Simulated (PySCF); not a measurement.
## Electronic structure of C₇H₄BF₂N (SMILES N#Cc1ccccc1B(F)F) in real space

Input

```
{"job": {"kind": "nmr", "xc": "PBE0", "basis": "pcSseg-1"}, "charge": 0, "multiplicity": 1}
N      1.449784     3.145154    -0.177533
C      0.888096     2.147915    -0.126810
C      0.124458     0.955872    -0.073761
C     -1.260854     1.071498    -0.179321
C     -2.055073    -0.059343    -0.136854
C     -1.472522    -1.308748     0.012931
C     -0.098330    -1.424900     0.119112
C      0.736443    -0.304390     0.077857
B      2.279308    -0.493367     0.195488
F      3.161331     0.480738     0.172427
F      2.809258    -1.696072     0.328338
H     -1.701557     2.050748    -0.295065
H     -3.127358     0.033858    -0.221379
H     -2.091153    -2.192621     0.046612
H      0.353755    -2.398352     0.236047
```

Launched as:

```sh
OMP_NUM_THREADS=1 python probes_run.py task.json out
```

Geometry: GFN2-xTB.

All numbers below come from PySCF, PBE0/pcSseg-1, SCF density, gas phase, non-relativistic.

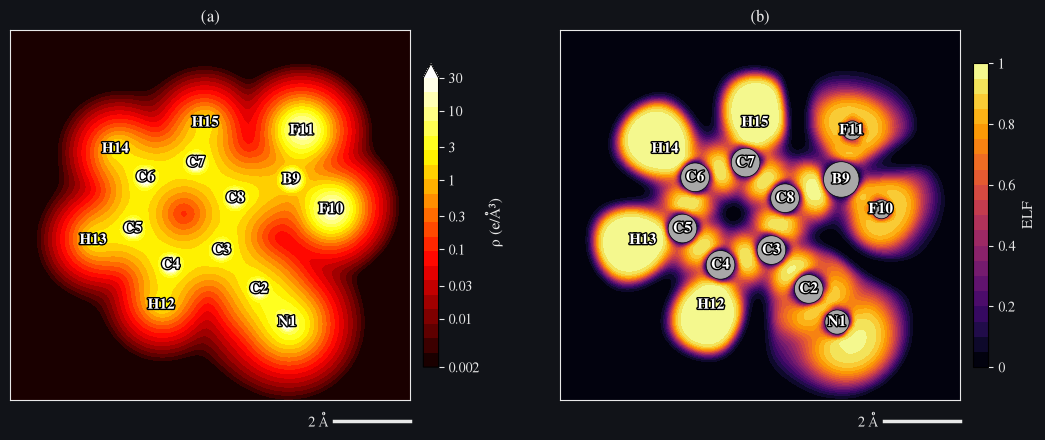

Figure 1. (a) electron density; (b) electron localisation function on the molecular plane. Grey discs cover the atomic cores in the ELF map.

### Read the bonding off the picture.

- Atoms in the plane: N, C, B, F and H.
- C–N (1.15 Å): ρ is about 3.6 e/Å³ halfway; the ELF peaks at about 0.85 between the atoms; a short, multiple covalent bond.
- B–F (1.31 Å): the density is about 2.3 e/Å³ at the midpoint; the ELF peaks at about 0.85 between the atoms: a polar covalent bond.
- C–C (1.38 Å): the density is about 2.1 e/Å³ at the midpoint; the ELF peaks at about 0.95 between the atoms, as expected for localised, covalent bonding.
- C–B (1.56 Å): ρ at the midpoint is about 1.5 e/Å³; the ELF peaks at about 1 between the atoms: a shared electron pair.
- C–H (1.08 Å): ρ is about 2.1 e/Å³ halfway; the ELF climbs to about 1 towards the hydrogen, as it does in any bond to H (an ordinary covalent bond to hydrogen).
- The ELF also peaks beside N1, F10 and F11, away from the bonds: lone-pair regions.

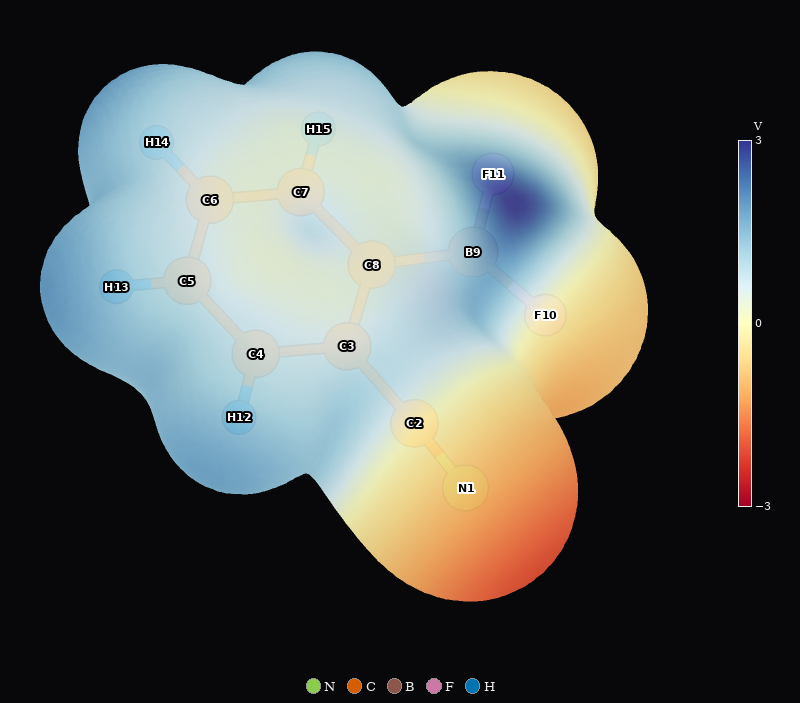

Figure 2. The electrostatic potential painted on the density surface at 0.004 e/bohr³, seen at a tilt; red is negative and blue positive.

### Where is the surface potential most negative and most positive?

The most negative region (about −2.0 V) lies over N1, the most positive (about +2.8 V) over B9. N1 is the likeliest acceptor of a hydrogen bond.

### How polar is the molecule by this calculation?

Its dipole moment is 5.60 D.
